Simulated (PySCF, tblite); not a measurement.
# difluoroacetate (C₂HF₂O₂−): a rotation path, then NMR shifts and spin-spin couplings on frames, part 2 of 2

tblite 0.8.0 and PySCF 2.14.0. Atoms count from 0.

## 8. J couplings: image 5, B3LYP/pcJ-1

The job: settings as JSON, then the geometry in Å.

```
{"job": {"kind": "j", "xc": "B3LYP", "basis": "pcJ-1"}, "charge": -1, "multiplicity": 1}
O      1.523500    -0.147600    -1.089900
C      0.996200    -0.131200     0.015000
O      1.432100    -0.280000     1.150500
C     -0.624400     0.044700    -0.019900
F     -1.105400     0.785500     1.028000
F     -1.096800     0.672600    -1.142400
H     -1.121700    -0.939100     0.031600
```

Method: B3LYP/pcJ-1 indirect spin-spin coupling, non-relativistic, gas phase.

Log:

```text
coarse grid: 7136 points
cycle   1  E = -426.6440256181  dE =  9.179e-01  |g| = 1.325e+00  |ddm| = 2.383e+00
cycle   2  E = -425.9164419972  dE =  7.276e-01  |g| = 2.436e+00  |ddm| = 2.654e+00
cycle   3  E = -426.9343323437  dE = -1.018e+00  |g| = 1.643e-01  |ddm| = 1.945e+00
cycle   4  E = -426.9387186019  dE = -4.386e-03  |g| = 7.992e-02  |ddm| = 1.847e-01
cycle   5  E = -426.9396347773  dE = -9.162e-04  |g| = 2.738e-02  |ddm| = 5.671e-02
cycle   6  E = -426.9397341030  dE = -9.933e-05  |g| = 1.187e-02  |ddm| = 2.252e-02
cycle   7  E = -426.9397562628  dE = -2.216e-05  |g| = 4.179e-03  |ddm| = 9.040e-03
cycle   8  E = -426.9397591704  dE = -2.908e-06  |g| = 4.413e-04  |ddm| = 2.816e-03
final grid: 73416 points
cycle   9  E = -427.0110312146  dE = -1.696e-04  |g| = 7.174e-03  |ddm| = 1.037e-02
cycle  10  E = -427.0110203581  dE =  1.086e-05  |g| = 1.081e-02  |ddm| = 8.238e-03
cycle  11  E = -427.0110376990  dE = -1.734e-05  |g| = 1.015e-03  |ddm| = 5.535e-03
cycle  12  E = -427.0110376884  dE =  1.056e-08  |g| = 1.059e-03  |ddm| = 1.202e-03
cycle  13  E = -427.0110378749  dE = -1.864e-07  |g| = 1.645e-04  |ddm| = 6.789e-04
cycle  14  E = -427.0110378794  dE = -4.481e-09  |g| = 3.078e-05  |ddm| = 1.089e-04
cycle  15  E = -427.0110378795  dE = -1.470e-10  |g| = 3.332e-06  |ddm| = 2.272e-05
converged SCF energy = -427.0110378795

Indirect spin-spin couplings (Hz)
  i      j    bonds     total        FC       PSO       DSO        SD
  0 O    1 C    1     26.523    16.550    10.642    -0.133    -0.536
  0 O    2 O    2     -5.345     0.222    -7.850    -0.048     2.331
  0 O    3 C    2    -14.530   -13.018    -0.872    -0.014    -0.627
  0 O    4 F    3      0.757    -0.565     2.524     0.212    -1.413
  0 O    5 F    3      1.371     0.113     1.360    -0.019    -0.083
  0 O    6 H    3     -0.288     0.022    -0.378     0.139    -0.071
  1 C    2 O    1     26.539    16.556    10.616    -0.133    -0.500
  1 C    3 C    1     53.192    52.415    -0.706     0.406     1.077
  1 C    4 F    2     17.372    16.931    -1.531     0.171     1.802
  1 C    5 F    2     17.409    16.183    -1.001     0.153     2.075
  1 C    6 H    2      4.420     4.355    -0.187     0.267    -0.015
  2 O    3 C    2    -14.879   -13.693    -0.724    -0.017    -0.445
  2 O    4 F    3      2.164    -0.140     2.114    -0.013     0.204
  2 O    5 F    3     -1.356    -0.501     1.017     0.225    -2.097
  2 O    6 H    3     -0.059     0.232    -0.340     0.089    -0.039
  3 C    4 F    1   -325.454  -331.072    -9.601     1.007    14.211
  3 C    5 F    1   -329.147  -332.934   -11.027     1.006    13.807
  3 C    6 H    1    168.481   167.963    -1.100     1.459     0.159
  4 F    5 F    2    230.350    51.778    95.473    -0.473    83.573
  4 F    6 H    2     63.723    65.863     2.049    -0.748    -3.441
  5 F    6 H    2     65.497    67.930     1.752    -0.770    -3.416
```

Run time: 46 s. Hardware: 1 thread, shared host.

This run: J(C3,F4) -327.3 Hz, J(F4,F5) 230.3 Hz, J(C3,H6) 168.5 Hz (means over like pairs).

## 9. Shielding tensors: image 6, PBE0/pcSseg-1

The job: settings as JSON, then the geometry in Å.

```
{"job": {"kind": "nmr", "xc": "PBE0", "basis": "pcSseg-1", "pop": false}, "charge": -1, "multiplicity": 1}
O      1.561000     0.082800    -1.052300
C      0.995200    -0.133800     0.010300
O      1.394500    -0.508300     1.108400
C     -0.625200     0.042000    -0.016800
F     -1.071900     0.911400     0.946000
F     -1.123500     0.532900    -1.194600
H     -1.126700    -0.922000     0.172000
```

Level: GIAO PBE0/pcSseg-1 NMR shielding, non-relativistic, gas phase.

Log:

```text
coarse grid: 7136 points
cycle   1  E = -426.2052271383  dE =  9.267e-01  |g| = 1.230e+00  |ddm| = 2.380e+00
cycle   2  E = -425.6982974049  dE =  5.069e-01  |g| = 2.099e+00  |ddm| = 2.350e+00
cycle   3  E = -426.4670214196  dE = -7.687e-01  |g| = 1.252e-01  |ddm| = 1.647e+00
cycle   4  E = -426.4695151980  dE = -2.494e-03  |g| = 6.565e-02  |ddm| = 1.394e-01
cycle   5  E = -426.4700328882  dE = -5.177e-04  |g| = 3.612e-02  |ddm| = 5.627e-02
cycle   6  E = -426.4702623562  dE = -2.295e-04  |g| = 7.895e-03  |ddm| = 2.717e-02
cycle   7  E = -426.4702723544  dE = -9.998e-06  |g| = 2.493e-03  |ddm| = 6.050e-03
final grid: 73416 points
cycle   8  E = -426.5396410390  dE = -1.259e-05  |g| = 1.195e-02  |ddm| = 1.549e-02
cycle   9  E = -426.5396019021  dE =  3.914e-05  |g| = 1.919e-02  |ddm| = 1.800e-02
cycle  10  E = -426.5396646996  dE = -6.280e-05  |g| = 8.652e-04  |ddm| = 1.133e-02
cycle  11  E = -426.5396647816  dE = -8.202e-08  |g| = 5.480e-04  |ddm| = 8.921e-04
cycle  12  E = -426.5396648343  dE = -5.268e-08  |g| = 1.054e-04  |ddm| = 3.864e-04
cycle  13  E = -426.5396648363  dE = -2.001e-09  |g| = 2.612e-05  |ddm| = 8.973e-05
cycle  14  E = -426.5396648364  dE = -8.777e-11  |g| = 7.412e-06  |ddm| = 1.741e-05
converged SCF energy = -426.5396648364

GIAO shielding tensors (ppm)
atom      isotropic    diamagn.    paramagn.     s11        s22        s33       span
  0 O       19.410     404.439    -385.029   -170.806    -35.898    264.935    435.741
  1 C       24.740     244.917    -220.177    -72.636     51.654     95.201    167.838
  2 O       30.237     405.355    -375.118   -156.275     -8.605    255.592    411.867
  3 C       63.663     242.280    -178.617     45.102     65.410     80.477     35.375
  4 F      325.868     473.998    -148.130    203.194    365.237    409.172    205.978
  5 F      315.526     474.142    -158.617    211.088    355.164    380.325    169.236
  6 H       26.339      29.337      -2.997     23.328     27.044     28.645      5.317
```

It took 18 s on 1 thread, shared host.

This run: δ C1 162.2, C3 123.3, O0 316.7, O2 305.8, H6 5.38 ppm.

## 10. J couplings: image 6, B3LYP/pcJ-1

Settings changed since step 9:

```diff
@@ -1,2 +1,2 @@
-{"job": {"kind": "nmr", "xc": "PBE0", "basis": "pcSseg-1", "pop": false}, "charge": -1, "multiplicity": 1}
+{"job": {"kind": "j", "xc": "B3LYP", "basis": "pcJ-1"}, "charge": -1, "multiplicity": 1}
 O      1.561000     0.082800    -1.052300
```

With the program's defaults for keys left out, this is: B3LYP/pcJ-1 indirect spin-spin coupling, non-relativistic, gas phase.

Log:

```text
coarse grid: 7136 points
cycle   1  E = -426.6455091425  dE =  9.152e-01  |g| = 1.324e+00  |ddm| = 2.379e+00
cycle   2  E = -425.9068636271  dE =  7.386e-01  |g| = 2.446e+00  |ddm| = 2.766e+00
cycle   3  E = -426.9351194149  dE = -1.028e+00  |g| = 1.687e-01  |ddm| = 2.069e+00
cycle   4  E = -426.9390308053  dE = -3.911e-03  |g| = 1.027e-01  |ddm| = 1.935e-01
cycle   5  E = -426.9402257816  dE = -1.195e-03  |g| = 5.635e-02  |ddm| = 8.591e-02
cycle   6  E = -426.9407752279  dE = -5.494e-04  |g| = 1.179e-02  |ddm| = 4.078e-02
cycle   7  E = -426.9407961799  dE = -2.095e-05  |g| = 3.821e-03  |ddm| = 8.854e-03
cycle   8  E = -426.9407984901  dE = -2.310e-06  |g| = 3.960e-04  |ddm| = 2.603e-03
final grid: 73416 points
cycle   9  E = -427.0114793309  dE = -1.708e-04  |g| = 6.657e-03  |ddm| = 1.058e-02
cycle  10  E = -427.0114704594  dE =  8.872e-06  |g| = 9.792e-03  |ddm| = 7.460e-03
cycle  11  E = -427.0114849465  dE = -1.449e-05  |g| = 7.876e-04  |ddm| = 4.989e-03
cycle  12  E = -427.0114849956  dE = -4.914e-08  |g| = 5.922e-04  |ddm| = 7.249e-04
cycle  13  E = -427.0114850502  dE = -5.458e-08  |g| = 3.919e-05  |ddm| = 3.275e-04
cycle  14  E = -427.0114850503  dE = -1.135e-10  |g| = 2.968e-05  |ddm| = 4.903e-05
converged SCF energy = -427.0114850503

Indirect spin-spin couplings (Hz)
  i      j    bonds     total        FC       PSO       DSO        SD
  0 O    1 C    1     26.505    16.517    10.703    -0.133    -0.583
  0 O    2 O    2     -5.329     0.219    -7.847    -0.048     2.347
  0 O    3 C    2    -14.370   -12.348    -1.138    -0.011    -0.873
  0 O    4 F    3      3.480    -0.927     4.306     0.181    -0.080
  0 O    5 F    3      0.423     0.300     0.533    -0.026    -0.384
  0 O    6 H    3     -0.739    -0.388    -0.447     0.204    -0.107
  1 C    2 O    1     26.616    16.587    10.609    -0.133    -0.447
  1 C    3 C    1     53.646    52.816    -0.678     0.406     1.102
  1 C    4 F    2     17.096    17.588    -2.164     0.194     1.478
  1 C    5 F    2     18.286    16.236    -0.369     0.144     2.276
  1 C    6 H    2      4.604     4.569    -0.199     0.252    -0.017
  2 O    3 C    2    -15.980   -14.964    -0.639    -0.020    -0.357
  2 O    4 F    3      3.350    -0.044     2.471     0.015     0.908
  2 O    5 F    3     -4.034    -0.726    -0.993     0.231    -2.546
  2 O    6 H    3      0.088     0.368    -0.287     0.022    -0.016
  3 C    4 F    1   -325.994  -334.650    -7.272     1.004    14.923
  3 C    5 F    1   -333.122  -334.674   -12.922     1.004    13.470
  3 C    6 H    1    171.088   170.600    -1.145     1.460     0.174
  4 F    5 F    2    240.220    52.213   103.105    -0.473    85.374
  4 F    6 H    2     62.963    64.746     2.423    -0.735    -3.472
  5 F    6 H    2     67.857    70.679     1.371    -0.791    -3.402
```

Run time: 49 s. Hardware: 1 thread, shared host.

Key values: J(C3,F4) -329.6 Hz, J(F4,F5) 240.2 Hz, J(C3,H6) 171.1 Hz (means over like pairs).

## 11. Nuclear shieldings: image 8, PBE0/pcSseg-1

The job: settings as JSON, then the geometry in Å.

```
{"job": {"kind": "nmr", "xc": "PBE0", "basis": "pcSseg-1", "pop": false}, "charge": -1, "multiplicity": 1}
O      1.603800     0.471300    -0.855100
C      0.991300    -0.142300     0.006800
O      1.352100    -0.903000     0.902800
C     -0.627700     0.042400    -0.003300
F     -1.025600     1.122400     0.746800
F     -1.164400     0.257600    -1.246200
H     -1.126100    -0.843500     0.421100
```

With the program's defaults for keys left out, this is: GIAO PBE0/pcSseg-1 NMR shielding, non-relativistic, gas phase.

Log:

```text
coarse grid: 7136 points
cycle   1  E = -426.2058872098  dE =  9.186e-01  |g| = 1.229e+00  |ddm| = 2.375e+00
cycle   2  E = -425.7111154051  dE =  4.948e-01  |g| = 2.085e+00  |ddm| = 2.385e+00
cycle   3  E = -426.4667902437  dE = -7.557e-01  |g| = 1.196e-01  |ddm| = 1.677e+00
cycle   4  E = -426.4689074251  dE = -2.117e-03  |g| = 7.037e-02  |ddm| = 1.372e-01
cycle   5  E = -426.4695043083  dE = -5.969e-04  |g| = 3.988e-02  |ddm| = 6.231e-02
cycle   6  E = -426.4697922849  dE = -2.880e-04  |g| = 6.543e-03  |ddm| = 2.938e-02
cycle   7  E = -426.4697989268  dE = -6.642e-06  |g| = 2.304e-03  |ddm| = 5.091e-03
final grid: 73416 points
cycle   8  E = -426.5397654644  dE = -1.502e-05  |g| = 1.177e-02  |ddm| = 1.489e-02
cycle   9  E = -426.5397282699  dE =  3.719e-05  |g| = 1.881e-02  |ddm| = 1.777e-02
cycle  10  E = -426.5397884733  dE = -6.020e-05  |g| = 5.148e-04  |ddm| = 1.106e-02
cycle  11  E = -426.5397884880  dE = -1.467e-08  |g| = 4.349e-04  |ddm| = 6.047e-04
cycle  12  E = -426.5397885202  dE = -3.228e-08  |g| = 1.068e-04  |ddm| = 3.310e-04
cycle  13  E = -426.5397885223  dE = -2.081e-09  |g| = 2.629e-05  |ddm| = 9.059e-05
cycle  14  E = -426.5397885224  dE = -1.031e-10  |g| = 6.761e-06  |ddm| = 1.818e-05
converged SCF energy = -426.5397885224

GIAO shielding tensors (ppm)
atom      isotropic    diamagn.    paramagn.     s11        s22        s33       span
  0 O       29.624     404.333    -374.709   -153.620    -28.297    270.789    424.408
  1 C       24.070     244.637    -220.567    -72.670     53.161     91.718    164.388
  2 O       12.204     405.535    -393.331   -174.722    -14.854    226.188    400.910
  3 C       59.515     241.665    -182.150     49.180     60.536     68.829     19.649
  4 F      323.444     474.103    -150.658    208.453    356.976    404.904    196.451
  5 F      308.565     474.312    -165.747    215.840    346.490    363.365    147.525
  6 H       26.173      29.615      -3.442     23.708     26.261     28.549      4.842
```

Wall time 13 s (1 thread, shared host).

In short: δ C1 162.9, C3 127.4, O2 323.9, O0 306.5, H6 5.54 ppm.

## 12. Indirect couplings: image 8, B3LYP/pcJ-1

Settings changed since step 11:

```diff
@@ -1,2 +1,2 @@
-{"job": {"kind": "nmr", "xc": "PBE0", "basis": "pcSseg-1", "pop": false}, "charge": -1, "multiplicity": 1}
+{"job": {"kind": "j", "xc": "B3LYP", "basis": "pcJ-1"}, "charge": -1, "multiplicity": 1}
 O      1.603800     0.471300    -0.855100
```

Method: B3LYP/pcJ-1 indirect spin-spin coupling, non-relativistic, gas phase.

Log:

```text
coarse grid: 7136 points
cycle   1  E = -426.6464602935  dE =  9.070e-01  |g| = 1.323e+00  |ddm| = 2.370e+00
cycle   2  E = -425.9319803183  dE =  7.145e-01  |g| = 2.423e+00  |ddm| = 2.818e+00
cycle   3  E = -426.9354902590  dE = -1.004e+00  |g| = 1.572e-01  |ddm| = 2.109e+00
cycle   4  E = -426.9386376608  dE = -3.147e-03  |g| = 1.040e-01  |ddm| = 1.838e-01
cycle   5  E = -426.9398942685  dE = -1.257e-03  |g| = 5.788e-02  |ddm| = 8.894e-02
cycle   6  E = -426.9404846616  dE = -5.904e-04  |g| = 9.882e-03  |ddm| = 4.158e-02
cycle   7  E = -426.9404988339  dE = -1.417e-05  |g| = 3.534e-03  |ddm| = 7.568e-03
cycle   8  E = -426.9405007728  dE = -1.939e-06  |g| = 3.621e-04  |ddm| = 2.466e-03
final grid: 73416 points
cycle   9  E = -427.0118853458  dE = -1.710e-04  |g| = 7.054e-03  |ddm| = 1.023e-02
cycle  10  E = -427.0118752766  dE =  1.007e-05  |g| = 1.051e-02  |ddm| = 7.998e-03
cycle  11  E = -427.0118917292  dE = -1.645e-05  |g| = 7.791e-04  |ddm| = 5.271e-03
cycle  12  E = -427.0118917511  dE = -2.182e-08  |g| = 7.063e-04  |ddm| = 8.474e-04
cycle  13  E = -427.0118918299  dE = -7.885e-08  |g| = 1.139e-04  |ddm| = 4.477e-04
cycle  14  E = -427.0118918318  dE = -1.868e-09  |g| = 4.737e-05  |ddm| = 9.340e-05
cycle  15  E = -427.0118918322  dE = -3.865e-10  |g| = 4.434e-06  |ddm| = 3.404e-05
converged SCF energy = -427.0118918322

Indirect spin-spin couplings (Hz)
  i      j    bonds     total        FC       PSO       DSO        SD
  0 O    1 C    1     26.703    16.679    10.746    -0.133    -0.589
  0 O    2 O    2     -5.239     0.221    -7.851    -0.048     2.440
  0 O    3 C    2    -13.701   -11.270    -1.339    -0.009    -1.084
  0 O    4 F    3      5.811    -0.144     4.674     0.098     1.184
  0 O    5 F    3      1.648     1.263     0.764    -0.006    -0.373
  0 O    6 H    3     -1.575    -1.073    -0.649     0.288    -0.140
  1 C    2 O    1     26.687    16.516    10.707    -0.131    -0.405
  1 C    3 C    1     54.566    53.660    -0.649     0.405     1.149
  1 C    4 F    2     17.934    18.520    -2.045     0.217     1.243
  1 C    5 F    2     19.116    16.826    -0.130     0.158     2.261
  1 C    6 H    2      5.013     5.075    -0.247     0.219    -0.033
  2 O    3 C    2    -19.287   -18.022    -0.764    -0.022    -0.479
  2 O    4 F    3      1.668    -1.679     0.512     0.093     2.743
  2 O    5 F    3     -5.544    -2.475    -1.805     0.205    -1.470
  2 O    6 H    3      0.042     0.328    -0.193    -0.068    -0.025
  3 C    4 F    1   -333.540  -343.521    -6.514     0.996    15.498
  3 C    5 F    1   -340.146  -342.022   -12.914     0.997    13.793
  3 C    6 H    1    178.013   177.635    -1.309     1.463     0.224
  4 F    5 F    2    271.881    56.360   124.758    -0.474    91.237
  4 F    6 H    2     64.509    66.280     2.534    -0.757    -3.548
  5 F    6 H    2     70.963    73.826     1.429    -0.808    -3.484
```

It took 48 s on 1 thread, shared host.

This run: J(C3,F4) -336.8 Hz, J(F4,F5) 271.9 Hz, J(C3,H6) 178.0 Hz (means over like pairs).

## 13. Run by run: NMR shifts

Shifts (ppm) of some atoms, chosen among heavy atoms and hydrogens apart, with basis size and wall time:

```
  frame     C3    H6     O0     O2      F5      F4  functions  time
image 0  129.6  5.64  333.8  299.1  -144.1  -144.1        107  16 s
image 2  125.9  5.46  315.7  311.3  -154.1  -137.3        107  14 s
image 5  122.7  5.36  311.5  307.6  -150.8  -152.9        107  14 s
image 6  123.3  5.38  316.7  305.8  -144.6  -154.9        107  18 s
image 8  127.4  5.54  306.5  323.9  -137.6  -152.5        107  13 s
```

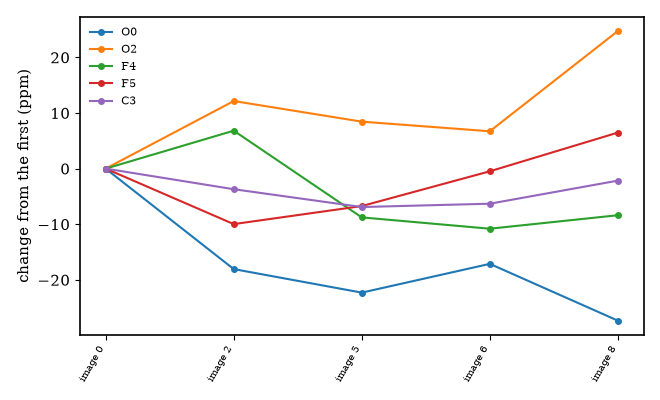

How five of the tabulated atoms move from run to run.

## 14. Run by run: spin-spin couplings

Couplings (Hz), each a mean over the pairs like the one named, with basis size and wall time:

```
  frame   C3–F4  F4–F5  C3–H6  F4–H6  C1–C3  O0–C1  C1–F4  functions  time
image 0  -339.0  285.0  180.0   68.3   54.7   26.7   18.9        172  50 s
image 2  -334.5  262.9  175.9   67.0   54.1   26.6   18.4        172  50 s
image 5  -327.3  230.3  168.5   64.6   53.2   26.5   17.4        172  46 s
image 6  -329.6  240.2  171.1   65.4   53.6   26.6   17.7        172  49 s
image 8  -336.8  271.9  178.0   67.7   54.6   26.7   18.5        172  48 s
```

## 15. Outcome

The summary covers parts 1 to 2.

| quantity | value |
| --- | --- |
| barrier | 0.012 eV (0.3 kcal/mol) at image 5 |
| end to end (GFN2-xTB) | 0.001 eV |
| 13C shifts against TMS (PBE0/pcSseg-1, image 0) | 163.5, 129.6 ppm |
| 1H shifts against TMS (PBE0/pcSseg-1, image 0) | 5.64 ppm |
| 17O shifts against H2O (PBE0/pcSseg-1, image 0) | 333.8, 299.1 ppm |
| 19F shifts against CFCl3 (PBE0/pcSseg-1, image 0) | -144.1, -144.1 ppm |
| largest coupling of the table (B3LYP/pcJ-1, image 0) | 1J(C,F) C3–F4, -339.1 Hz |
| range of the shift of O0 | 306.5 to 333.8 ppm |
| range of J(C3,F4), mean over like pairs | -339.0 to -327.3 Hz |

**Reading.** Along the band the dihedral turns by 152°, and the top (dihedral 38°) lies 0.3 kcal/mol above the start (GFN2-xTB, rough), so at room temperature this motion is fast. The top was not checked by a frequency run. Shifts at one fixed geometry are not the observed spectrum, which averages over the motion. In the run at B3LYP/pcJ-1, the largest coupling of the table is C3–F4, -339.1 Hz, of which the Fermi-contact term gives -345.1 Hz. Density functionals describe couplings to fluorine poorly, F–F couplings above all, so those rows are rough. Across the 5 runs the shift of O0 moves most, between 306.5 (image 8) and 333.8 ppm (image 0). The coupling C3–F4, as a mean over pairs of its kind, runs from -339.0 Hz (image 0) to -327.3 Hz (image 5).
